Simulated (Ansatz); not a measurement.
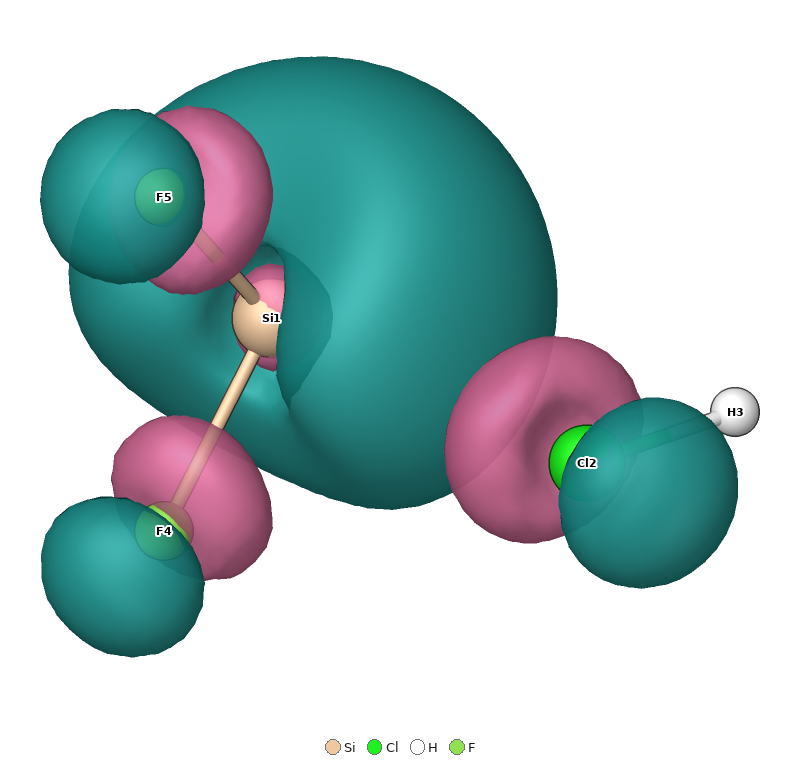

The picture shows: F2Si···HCl. The HOMO at ±0.1 Å⁻³ᐟ² (teal and pink are the two phases), seen at an oblique angle.

The product side of a reaction path; geometry: PBE0-D4/def2-TZVP.

Level of theory: RKS PBE0-D4/def2-TZVPP in Ansatz 0.2.0.

```yaml
atoms:
  - { symbol: Si, position_ang: [-0.1427, 0.9340, 0.8874] }
  - { symbol: Cl, position_ang: [0.4817, -1.1130, -1.3929] }
  - { symbol: H, position_ang: [1.4402, -0.4067, -1.8651] }
  - { symbol: F, position_ang: [-1.6845, 0.8751, 0.4448] }
  - { symbol: F, position_ang: [-0.0947, -0.2893, 1.9256] }
```

Where does this orbital lie, and at what energy?

Answer. By Hirshfeld shares it lies mainly on Si1 (about 75 %), F4 (about 10 %), F5 (about 10 %) and Cl2 (about 5 %). Its energy is −7.81 eV.
